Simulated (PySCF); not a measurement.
## Electronic structure of H3LaP (charge +3) in real space

The calculation's input:

```
mol = gto.M(atom='''
La     0.00000     0.00000    -0.52526
P     -0.00000    -0.00000     2.52808
H      1.31874    -0.00001     3.07080
H     -0.65937     1.14207     3.07080
H     -0.65937    -1.14206     3.07080''',
    basis={'La': 'def2-SVP', 'P': 'def2-SVP', 'H': 'def2-SVP'},
    ecp={'La': 'def2-SVP'},
    charge=3, spin=0)
mf = dft.RKS(mol, xc='PBE0')
mf.grids.atom_grid = (75, 302)  # f atoms: at least (60, 302), unpruned
mf = mf.density_fit()  # La def2-universal-JKFIT, P def2-universal-JKFIT, H def2-universal-JKFIT
mf.conv_tol = 1e-09; mf.max_cycle = 55
mf.kernel(dm0)
```

Launched as:

```sh
OMP_NUM_THREADS=2 python run.py
```

Core potentials replace the inner electrons of La.

All numbers below come from RKS PBE0, La def2-SVP with ECP46, P def2-SVP, H def2-SVP; non-relativistic Hamiltonian with scalar-relativistic core potentials where named; density fitting (PySCF 2.14.0).

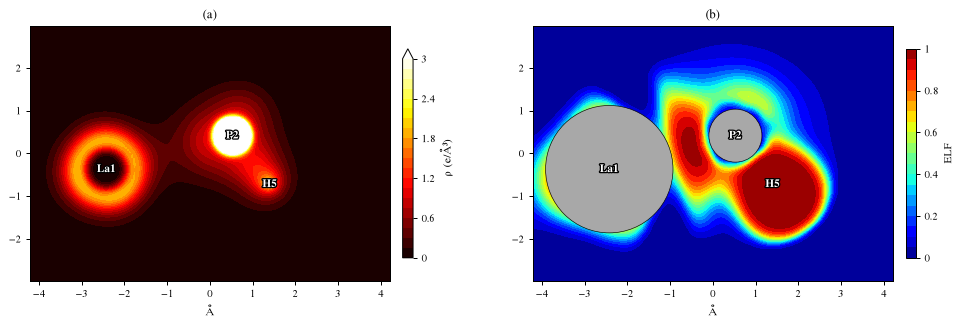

Figure 1. (a) electron density; (b) ELF on the plane of atoms La1, P2 and H5. Grey discs cover the atomic cores in the ELF map.

What does the map show?

Atoms in the plane: La, P and H.
La–P (3.05 Å): ρ is about 0.32 e/Å³ halfway; the ELF peaks at about 1 in the valence shell of P, 1.1 Å from its nucleus, and is about 0.70 at the midpoint.
P–H (1.43 Å): ρ is about 1.1 e/Å³ halfway; the ELF climbs to about 1 towards the hydrogen, as it does in any bond to H: an ordinary covalent bond to hydrogen.

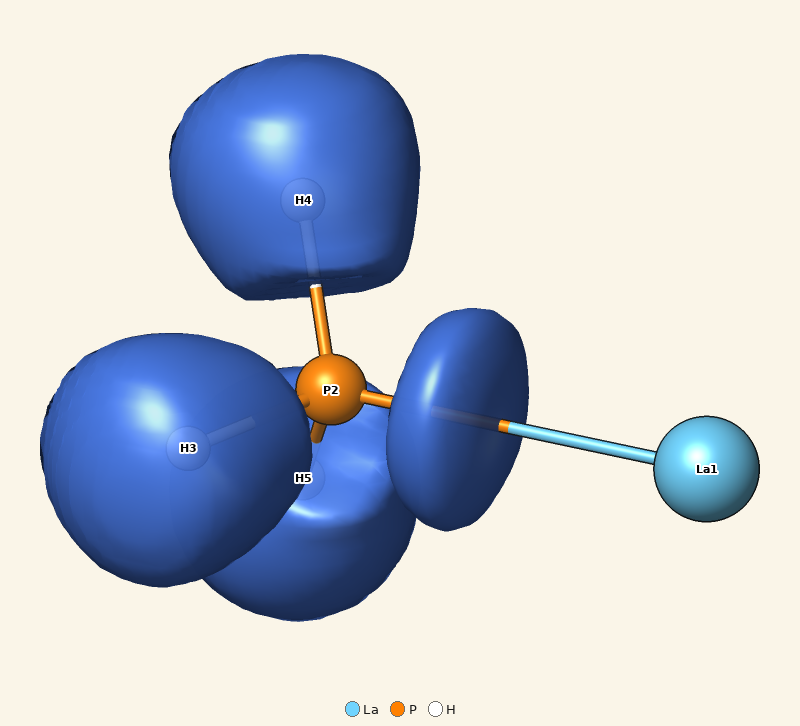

Figure 2. Isosurface of the electron localisation function at 0.85 (blue), seen at a tilt. Only the valence region is drawn (cores and ρ < 0.01 e/Å³ removed).

Describe the localisation domains.

At this value the surface marks out three regions around hydrogen nuclei and one lobe of the valence shell of P pointing towards La.

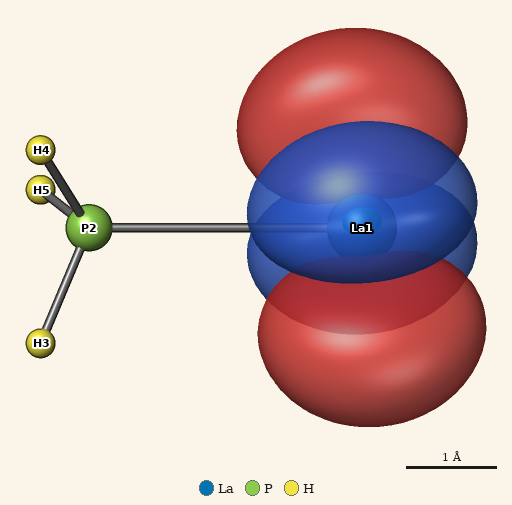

Figure 3. The LUMO at ±0.1 Å⁻³ᐟ² (red and blue are the two phases), seen from one side.

Describe this orbital and give its energy.

Its weight (Hirshfeld) is mainly on La1 (about 100 %). It is one of a degenerate set, so its orientation is arbitrary. Its energy is −18.92 eV.
